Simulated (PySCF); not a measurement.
## Electronic structure of C6H16Si in real space

```xyz
23

Si    1.0284    1.3460    0.3258
H     1.2586    1.2543    1.8076
C     2.6890    1.5384   -0.5390
H     3.3455    0.6809   -0.3227
H     3.2102    2.4513   -0.2110
H     2.5591    1.5968   -1.6315
C    -0.0682    2.8371   -0.0196
H     0.4171    3.7694    0.3093
H    -1.0324    2.7584    0.5061
H    -0.2766    2.9271   -1.0980
C     0.1908   -0.2466   -0.2489
C    -1.1575   -0.5382    0.4084
C    -1.8413   -1.8179   -0.0709
C    -1.0777   -3.0960    0.2403
H     0.0715   -0.1920   -1.3474
H     0.8995   -1.0737   -0.0665
H    -1.0295   -0.5884    1.5054
H    -1.8413    0.3096    0.2288
H    -2.8429   -1.8748    0.3893
H    -2.0150   -1.7463   -1.1598
H    -1.6337   -3.9856   -0.0926
H    -0.0961   -3.1206   -0.2581
H    -0.9004   -3.1997    1.3233
```

Geometry: PBE0-D3(BJ)/def2-SVP.

Theory: PySCF, PBE0/pcSseg-1, SCF density, gas phase, non-relativistic.

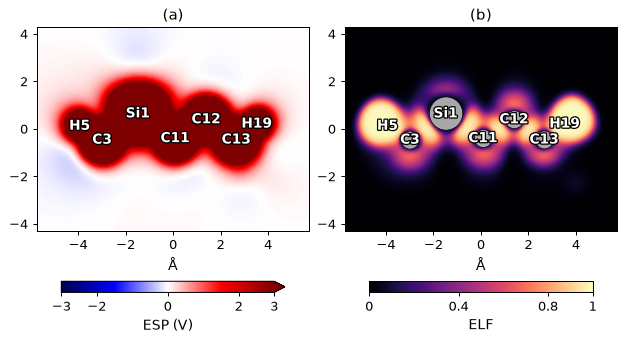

Figure 1. (a) electrostatic potential; (b) electron localisation function on the plane of atoms Si1, C3 and H5. Grey discs cover the atomic cores in the ELF map.

Q: Interpret the plot.

A:
- The plane passes through Si, C and H nuclei.
- C–C (1.53 Å): the ELF peaks at about 0.95 between the atoms, as expected for a shared electron pair.
- C–Si (1.88 Å): the ELF peaks at about 0.95 between the atoms; a shared electron pair.
- C–H (1.10 Å): the ELF climbs to about 1 towards the hydrogen, as it does in any bond to H: a covalent bond by its length.
- The potential has no marked negative region in this plane.

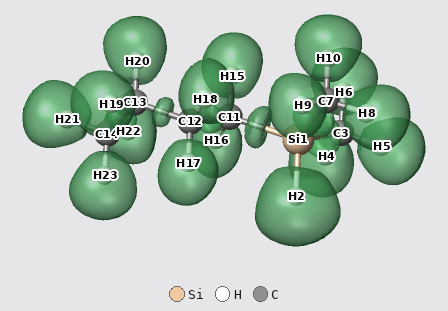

Figure 2. Isosurface of the ELF at 0.85 (green), seen from one side. Core shells and regions of very low density are left out.

Q: Identify the bonds, lone pairs and shells in this picture.

A: The ELF exceeds this value in three regions between bonded C–C atoms (shared pairs), three regions between bonded C–Si atoms (shared pairs) and 16 regions around hydrogen nuclei.


C–C (1.52 Å): the ELF peaks at about 0.95 between the atoms: a covalent bond.

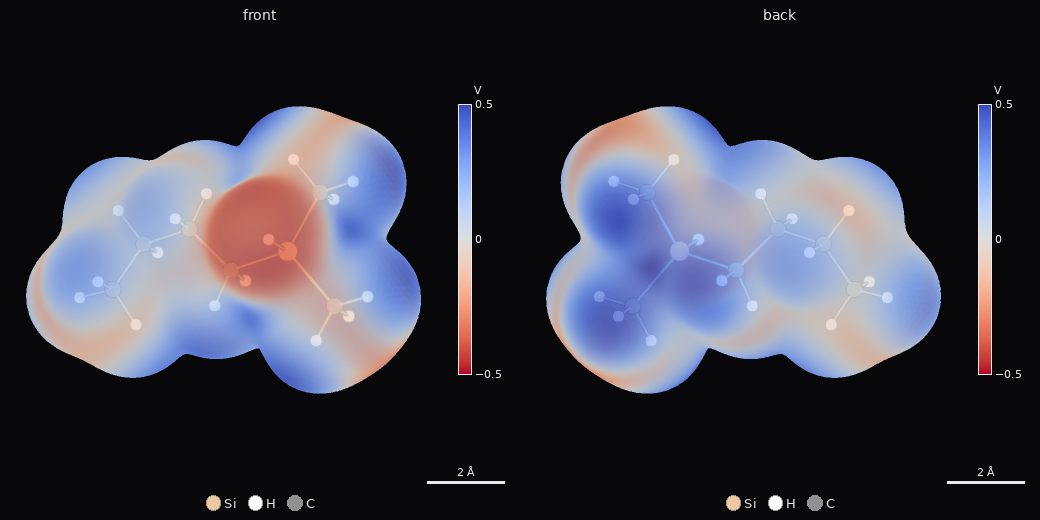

Figure 3. The molecular electrostatic potential painted on the density surface at 0.001 e/bohr³, seen from the front and from behind; red is negative and blue positive.

Q: Where is the surface potential most negative and most positive?

A: The most negative region (about −0.4 V) lies over H2, the most positive (about +0.5 V) over the H and Si atoms.

Q: What dipole moment does the calculation give?

A: Its dipole moment is 0.58 D.
